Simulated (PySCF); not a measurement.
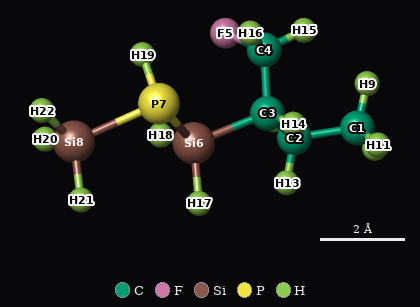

*The structure (ball-and-stick view, seen at a tilt; atoms are numbered from 1 in the order of the input).*

Bond lengths as drawn: C–C 1.52 to 1.53 Å, C–F 1.38 Å, C–H 1.09 to 1.10 Å, C–Si 1.91 Å, H–P 1.38 Å, H–Si 1.46 to 1.47 Å and P–Si 2.23 Å.

## Run report: C₄H₁₄FPSi₂, NMR shielding calculation

The run: NMR shielding calculation of C₄H₁₄FPSi₂. Method and program: GIAO PBE0/pcSseg-1 NMR shielding, non-relativistic, gas phase (PySCF 2.14.0).

The geometry comes from this level: GFN2-xTB. Figures and captions count atoms from 1; the log counts them from 0 in places.

## The program's output
```
coarse grid: 18984 points
cycle   1  E = -1180.1951776152  dE =  4.531e-01  |g| = 5.316e-01  |ddm| = 4.034e+00
cycle   2  E = -1180.1701469176  dE =  2.503e-02  |g| = 6.800e-01  |ddm| = 9.807e-01
cycle   3  E = -1180.2527125608  dE = -8.257e-02  |g| = 5.702e-02  |ddm| = 5.582e-01
cycle   4  E = -1180.2530994155  dE = -3.869e-04  |g| = 2.903e-02  |ddm| = 6.371e-02
cycle   5  E = -1180.2532767145  dE = -1.773e-04  |g| = 5.652e-03  |ddm| = 3.148e-02
cycle   6  E = -1180.2532835019  dE = -6.787e-06  |g| = 1.927e-03  |ddm| = 7.467e-03
final grid: 167424 points
cycle   7  E = -1180.3062317696  dE = -4.492e-05  |g| = 1.000e-02  |ddm| = 3.402e-02
cycle   8  E = -1180.3062134652  dE =  1.830e-05  |g| = 1.348e-02  |ddm| = 2.198e-02
cycle   9  E = -1180.3062564725  dE = -4.301e-05  |g| = 1.048e-03  |ddm| = 1.258e-02
cycle  10  E = -1180.3062566528  dE = -1.803e-07  |g| = 2.842e-04  |ddm| = 1.119e-03
cycle  11  E = -1180.3062566670  dE = -1.420e-08  |g| = 6.249e-05  |ddm| = 2.963e-04
cycle  12  E = -1180.3062566678  dE = -7.790e-10  |g| = 2.048e-05  |ddm| = 7.234e-05
```

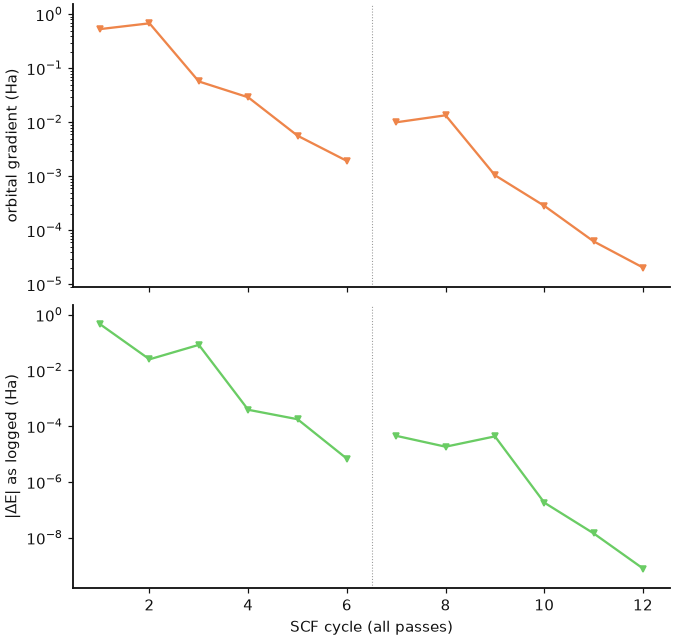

*Convergence of the self-consistent field: orbital gradient and size of the energy change against the SCF cycle. The dotted line marks the change from a coarse to the final integration grid.*

The first 6 cycles use a coarse grid, the final grid takes over at cycle 7, and the field converges after 12 cycles in all.

```
converged SCF energy = -1180.3062566678

GIAO shielding tensors (ppm)
atom      isotropic    diamagn.    paramagn.     s11        s22        s33       span
  0 C      171.592     245.244     -73.652    152.314    173.938    188.525     36.211
  1 C      163.727     248.696     -84.969    150.692    162.894    177.596     26.905
  2 C      151.713     254.966    -103.252    136.290    154.515    164.335     28.045
  3 C      104.216     245.514    -141.297     66.564     84.725    161.360     94.796
  4 F      426.732     477.397     -50.665    379.318    433.455    467.423     88.105
  5 Si     390.926     883.174    -492.248    340.923    384.678    447.178    106.255
  6 P      657.432     971.119    -313.687    600.991    631.146    740.159    139.168
  7 Si     432.966     879.596    -446.630    400.729    432.134    466.035     65.307
  8 H       30.279      29.460       0.819     25.113     29.685     36.038     10.925
  9 H       30.417      26.798       3.620     25.370     27.472     38.410     13.040
 10 H       31.058      29.239       1.819     26.551     29.191     37.431     10.880
 11 H       30.006      32.438      -2.431     25.255     30.381     34.383      9.127
 12 H       30.279      32.567      -2.289     23.373     31.779     35.684     12.311
 13 H       31.042      35.546      -4.503     26.371     31.230     35.526      9.155
 14 H       26.634      31.378      -4.744     22.253     26.870     30.777      8.525
 15 H       26.986      32.143      -5.158     24.700     26.493     29.764      5.064
 16 H       27.701      32.309      -4.608     23.139     27.500     32.463      9.324
 17 H       27.254      32.039      -4.785     23.286     26.957     31.518      8.232
 18 H       31.288      32.999      -1.711     24.278     29.645     39.940     15.663
 19 H       27.533      28.354      -0.821     23.239     26.099     33.261     10.021
 20 H       27.767      28.762      -0.996     24.100     25.681     33.519      9.419
 21 H       27.512      28.082      -0.570     23.450     24.991     34.096     10.646
```

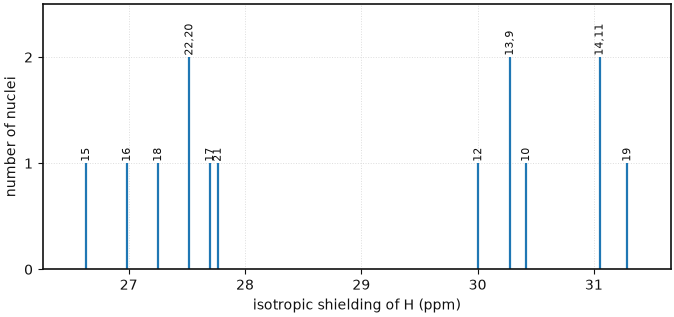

*Isotropic shieldings of the hydrogen nuclei in this fixed geometry, labelled by atom number; shielding grows to the right, so chemical shift grows to the left.*

The least shielded is H15 (26.6 ppm), the most shielded H19 (31.3 ppm).

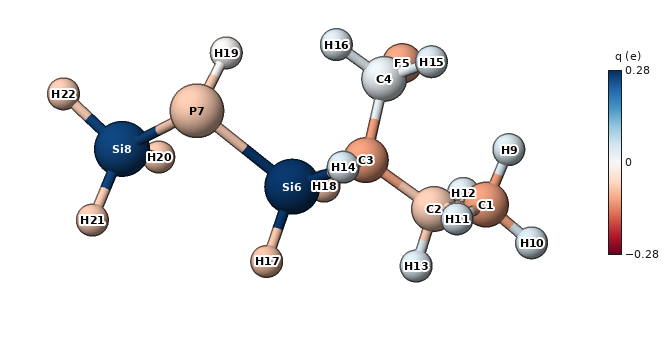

*Hirshfeld charges, as the colour of each atom (ball-and-stick view, seen at a tilt; atoms are numbered from 1 in the order of the input).*

By element: C −0.12 to +0.02, F −0.11, Si +0.26 to +0.27, P −0.07 and H −0.08 to +0.04 e.

This output came from the following input.

## Input file
```
{"job": {"kind": "nmr", "xc": "PBE0", "basis": "pcSseg-1"}, "charge": 0, "multiplicity": 1}
C     -3.307320     0.813810    -0.156452
C     -1.954963     0.477529    -0.777174
C     -0.852170     0.243262     0.256452
C     -1.028680    -1.074456     0.990792
F     -0.767428    -2.130381     0.142658
Si     0.874631     0.283720    -0.569877
P      2.382903    -0.095855     1.031354
Si     4.264514    -0.079164    -0.160239
H     -3.688316    -0.012545     0.438686
H     -4.034634     1.028888    -0.936120
H     -3.223840     1.688542     0.485642
H     -2.047634    -0.413059    -1.401068
H     -1.655363     1.301531    -1.428064
H     -0.905223     1.033750     1.011654
H     -2.045775    -1.225691     1.365585
H     -0.315254    -1.157883     1.818680
H      1.108822     1.640260    -1.078353
H      0.913648    -0.658633    -1.691177
H      2.242055    -1.466630     1.036528
H      4.191812    -0.897333    -1.371995
H      4.522027     1.310969    -0.527742
H      5.315775    -0.591244     0.717813
```

The first line tells a small driver script what to run in PySCF; the rest is the geometry in Å.

Launched with:
```bash
OMP_NUM_THREADS=1 python <driver script> task.json out
```

## Key numbers

| quantity | value |
| --- | --- |
| outcome | converged |
| total energy | −1180.306257 hartree |
| HOMO | −7.28 eV |
| LUMO | 0.29 eV |
| dipole moment | 1.23 D |
| isotropic shielding, C | 104.2 to 171.6 ppm |
| isotropic shielding, F | 426.7 ppm |
| isotropic shielding, Si | 390.9 to 433.0 ppm |
| isotropic shielding, P | 657.4 ppm |
| isotropic shielding, H | 26.6 to 31.3 ppm |
| hardware | 1 CPU thread, shared host |
| wall time | 89 s |
| peak memory | 1.1 GiB |
